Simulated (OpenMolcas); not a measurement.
**InHCl: energy and gradient calculation (part 2 of 2)**

Continued. System: InHCl, multiplicity 2. Method: BHLYP/def2-TZVPP, UKS (OpenMolcas 26.06). The geometry comes from this level: PBE0-D4/def2-TZVP.

Geometry of the input (Å):
```
Cl -1.6498  0.3968  -0.8674
In 0.4095  0.5424  0.2861
H  1.2294  -1.0039  0.5681
```

Log, continued:
```
++    Molecular orbitals:
      -------------------

      Title: UKS-DFT orbitals (alpha)

      Molecular orbitals for symmetry species 1: a

          Orbital            1         2         3         4         5         6         7         8         9        10
          Energy         -102.7563   -9.8437   -7.4933   -7.4896   -7.4894   -4.9749   -3.3246   -3.3193   -3.3159   -0.9227
          Occ. No.          1.0000    1.0000    1.0000    1.0000    1.0000    1.0000    1.0000    1.0000    1.0000    1.0000

          Orbital           11        12        13        14        15        16        17        18        19        20
          Energy           -0.8978   -0.8953   -0.8927   -0.8904   -0.8591   -0.4899   -0.3963   -0.3643   -0.3627   -0.2642
          Occ. No.          1.0000    1.0000    1.0000    1.0000    1.0000    1.0000    1.0000    1.0000    1.0000    1.0000

          Orbital           21        22        23        24        25        26        27        28        29        30
          Energy           -0.0528    0.0116    0.0571    0.0896    0.0933    0.1187    0.1557    0.1713    0.1908    0.2104
          Occ. No.          0.0000    0.0000    0.0000    0.0000    0.0000    0.0000    0.0000    0.0000    0.0000    0.0000

          Orbital           31        32        33        34        35
          Energy            0.2335    0.2831    0.3741    0.4062    0.4353
          Occ. No.          0.0000    0.0000    0.0000    0.0000    0.0000

--

      All orbitals with orbital energies smaller than  E(LUMO)+0.5 are printed

++    Molecular orbitals:
      -------------------

      Title: UKS-DFT orbitals (beta)

      Molecular orbitals for symmetry species 1: a

          Orbital            1         2         3         4         5         6         7         8         9        10
          Energy         -102.7552   -9.8427   -7.4903   -7.4890   -7.4880   -4.9716   -3.3225   -3.3159   -3.3143   -0.9181
          Occ. No.          1.0000    1.0000    1.0000    1.0000    1.0000    1.0000    1.0000    1.0000    1.0000    1.0000

          Orbital           11        12        13        14        15        16        17        18        19        20
          Energy           -0.8925   -0.8922   -0.8902   -0.8861   -0.8535   -0.4609   -0.3653   -0.3627   -0.3542   -0.1000
          Occ. No.          1.0000    1.0000    1.0000    1.0000    1.0000    1.0000    1.0000    1.0000    1.0000    0.0000

          Orbital           21        22        23        24        25        26        27        28        29        30
          Energy           -0.0426    0.0161    0.0661    0.0915    0.1109    0.1267    0.1615    0.1785    0.2010    0.2120
          Occ. No.          0.0000    0.0000    0.0000    0.0000    0.0000    0.0000    0.0000    0.0000    0.0000    0.0000

          Orbital           31        32        33
          Energy            0.2370    0.2876    0.3919
          Occ. No.          0.0000    0.0000    0.0000

--

++    Molecular charges:
      ------------------

      Mulliken charges per centre and basis function type
      ---------------------------------------------------

                            CL1                     IN2                     H3
                     alpha        beta       alpha        beta       alpha        beta
      1s           2.9722      2.9698      1.8583      1.5659      0.7115      0.3998
      2px          1.8805      1.8407      1.1360      1.1436      0.0017      0.0012
      2pz          1.9281      1.9121      1.0723      1.0578      0.0007      0.0005
      2py          1.9706      1.9456      1.3936      1.0995      0.0037      0.0050
      3d2+         0.0028      0.0028      1.0066      1.0071      0.0001      0.0001
      3d1+         0.0034      0.0037      1.0087      1.0062      0.0000      0.0000
      3d0          0.0011      0.0011      1.0080      1.0065      0.0001      0.0001
      3d1-         0.0006      0.0005      1.0040      1.0033      0.0001      0.0001
      3d2-         0.0020      0.0016      1.0171      1.0119      0.0002      0.0001
      4f3+         0.0001      0.0001      0.0042      0.0025      0.0000      0.0000
      4f2+         0.0002      0.0002      0.0024      0.0020      0.0000      0.0000
      4f1+         0.0001      0.0001      0.0033      0.0032      0.0000      0.0000
      4f0          0.0001      0.0001      0.0009      0.0009      0.0000      0.0000
      4f1-         0.0000      0.0000      0.0009      0.0004      0.0000      0.0000
      4f2-         0.0001      0.0001      0.0017      0.0018      0.0000      0.0000
      4f3-         0.0001      0.0001      0.0023      0.0022      0.0000      0.0000
      Total        8.7620      8.6785     10.5201      9.9146      0.7179      0.4069
      Total             17.4405                 20.4347                  1.1248

      Charge           -0.4405                  0.5653                 -0.1248

      Total electronic charge=   39.000000

      Total            charge=   -0.000000
--

++    Molecular orbitals:
      -------------------

      Title: Natural orbitals

      Molecular orbitals for symmetry species 1: a

          Orbital            1         2         3         4         5         6         7         8         9        10
          Energy         -102.7557   -9.8403   -7.4919   -7.4874   -7.4838   -4.5288   -3.3173   -3.3933   -3.5976   -0.5413
          Occ. No.          2.0000    2.0000    2.0000    2.0000    2.0000    2.0000    2.0000    2.0000    2.0000    2.0000

          Orbital           11        12        13        14        15        16        17        18        19        20
          Energy           -0.8481   -0.8948   -0.5756   -0.8917   -0.8415   -0.8049   -0.7674   -0.4268   -0.4307   -0.1807
          Occ. No.          2.0000    2.0000    2.0000    2.0000    2.0000    1.9999    1.9999    1.9995    1.9955    1.0000

          Orbital           21        22        23        24        25        26        27        28        29        30
          Energy            0.2174    0.2416    0.1760    0.5297    0.7246    0.8668    0.8077    0.9802    0.8185    0.8965
          Occ. No.          0.0045    0.0005    0.0001    0.0001    0.0000    0.0000    0.0000    0.0000    0.0000    0.0000

          Orbital           31        32        33        34        35        36        37        38        39        40
          Energy            2.3103    1.8690    2.5316    1.1563    6.8669    3.7663    3.5191    4.8272   13.3168    0.3244
          Occ. No.          0.0000    0.0000    0.0000    0.0000    0.0000    0.0000    0.0000    0.0000    0.0000    0.0000

          Orbital           41        42        43        44        45        46        47        48        49        50
          Energy            0.3327    0.4140    0.5289    0.4373    0.3956    0.5220    0.4753    0.6147   87.0369    1.7293
          Occ. No.          0.0000    0.0000    0.0000    0.0000    0.0000    0.0000    0.0000    0.0000    0.0000    0.0000

          Orbital           51        52        53        54        55        56        57        58        59        60
          Energy            1.6420    0.8378    3.6215    0.6921    0.8340    0.6553    0.7765    1.9834    1.4897    1.4470
          Occ. No.          0.0000    0.0000    0.0000    0.0000    0.0000    0.0000    0.0000    0.0000    0.0000    0.0000

          Orbital           61        62        63        64        65        66        67        68        69        70
          Energy            3.1888    2.0834    1.8676    1.9633    1.2385    2.0834    2.2523    3.6857    2.8665    1.0485
          Occ. No.          0.0000    0.0000    0.0000    0.0000    0.0000    0.0000    0.0000    0.0000    0.0000    0.0000

          Orbital           71        72        73        74        75        76        77        78        79        80
          Energy            2.3778    1.6004    2.0378    1.8200    2.0216    5.9984    5.9172    2.2201    2.2012    1.1894
          Occ. No.          0.0000    0.0000    0.0000    0.0000    0.0000    0.0000    0.0000    0.0000    0.0000    0.0000

          Orbital           81        82        83        84        85        86        87        88        89        90
          Energy            0.9417    2.0291    0.6823   13.1430    3.7619    3.4003    2.1809    2.1710    1.8734    1.2210
          Occ. No.          0.0000    0.0000    0.0000    0.0000    0.0000    0.0000    0.0000    0.0000    0.0000    0.0000

          Orbital           91        92        93        94        95        96        97        98        99       100
          Energy            8.3327    7.7786    8.2021    7.7222   38.7295    5.5430   38.9840    1.9870    3.9035    3.3202
          Occ. No.          0.0000    0.0000    0.0000    0.0000    0.0000    0.0000    0.0000    0.0000    0.0000    0.0000

          Orbital          101
          Energy            4.3510
          Occ. No.          0.0000

--

++    Molecular properties:
      ---------------------

      Charge (e):
                      =   -0.0000
      Dipole Moment (debye):
      Origin of the operator (angstrom)=   -0.0623    0.4983    0.0206
                   X=  2.5417E+00               Y=  6.1841E-01               Z=  1.4722E+00           Total=  3.0017E+00
      Quadrupole Moment (debye*angstrom):
      Origin of the operator (angstrom)=   -0.0623    0.4983    0.0206
                  XX= -4.0144E+01              XY=  8.5050E-01              XZ= -3.3148E+00              YY= -3.8117E+01
                  YZ=  1.1784E-02              ZZ= -3.5802E+01
      In traceless form (debye*angstrom)
                  XX= -3.1845E+00              XY=  1.2758E+00              XZ= -4.9722E+00              YY= -1.4421E-01
                  YZ=  1.7676E-02              ZZ=  3.3287E+00
--

--- Stop Module: scf /rc=_RC_ALL_IS_WELL_ ---
--- Module scf spent 26 seconds ---

--- Start Module: alaska ---

                                              &ALASKA

                       available to each process: 1.9 GB of memory, 1 thread

                     Threshold for contributions to the gradient: 1.000E-07

                    ********************************************
                    * Symmetry Adapted Cartesian Displacements *
                    ********************************************

           Irreducible representation : a
           Basis function(s) of irrep: x, y, xy, Rz, z, xz, Ry, yz, Rx, I

 Basis Label        Type   Center Phase
   1   CL1          x         1     1
   2   CL1          y         1     1
   3   CL1          z         1     1
   4   IN2          x         2     1
   5   IN2          y         2     1
   6   IN2          z         2     1
   7   H3           x         3     1
   8   H3           y         3     1
   9   H3           z         3     1

                     No automatic utilization of translational and rotational invariance of the energy is employed.

 DFT contribution computed for a moving grid.

 Conventional ERI gradients!

 **************************************************
 *              Molecular gradients               *
 **************************************************

  Irreducible representation: a
 ------------------------------------------------------------------------------------------
                              X                       Y                       Z
 ------------------------------------------------------------------------------------------
  CL1               1.15344051008393E-03    1.16442586618692E-04    6.49945348378367E-04
  IN2              -1.53492367930674E-03    5.15335655598026E-04   -7.90842836629224E-04
  H3                3.81483169301866E-04   -6.31778242202952E-04    1.40897488275393E-04
 ------------------------------------------------------------------------------------------

--- Stop Module: alaska /rc=_RC_ALL_IS_WELL_ ---
--- Module alaska spent 5 seconds ---

.##################.
.# Happy landing! #.
.##################.

    Timing: Wall=35.42 User=32.50 System=2.91
```

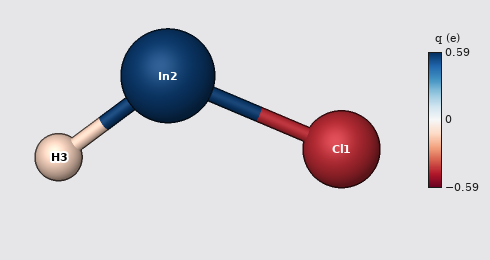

Figure 1. Mulliken charges, as the colour of each atom (ball-and-stick view, seen at a tilt; atoms are numbered from 1 in the order of the input). By element: Cl −0.44, In +0.57 and H −0.12 e.

Key numbers:

```json
{"quantity": "outcome", "value": "converged"}
{"quantity": "total energy", "value": "−650.887948 hartree"}
{"quantity": "basis functions", "value": "106"}
{"quantity": "largest force", "value": "0.093 eV/Å"}
{"quantity": "⟨S²⟩", "value": "0.760"}
{"quantity": "dipole moment", "value": "3.00 debye"}
{"quantity": "wall time", "value": "36 s"}
{"quantity": "peak memory", "value": "0.61 GiB"}
```
